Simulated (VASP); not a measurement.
Band structure of BeTe (zinc blende). These are PBE GGA, VASP's PBE PAW potentials (set 64) (plane waves; VASP) values and carry that method's errors.

Unless said otherwise, spin-orbit coupling is left out, though it shifts the bands of the heavy elements here.

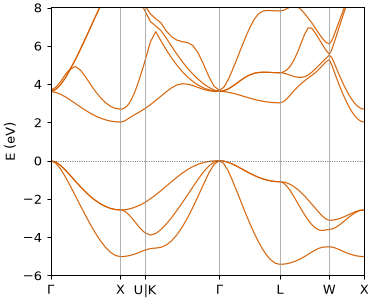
Figure. Bands along high-symmetry lines, zero at the valence-band maximum or, without a gap, the Fermi level

### Question
Read the plot: is there a gap, and where are the band edges?

### Answer
The gap is indirect, 2.02 eV, from the valence maximum at Γ to the conduction minimum at X. (Edges off the drawn lines would not show.)

Measured: gap 2.80 eV (computed value off by -0.78 eV), as given by Das et al., (2018), arXiv:1807.05623.

The compound is BeTe in the zinc blende structure. It was relaxed first.
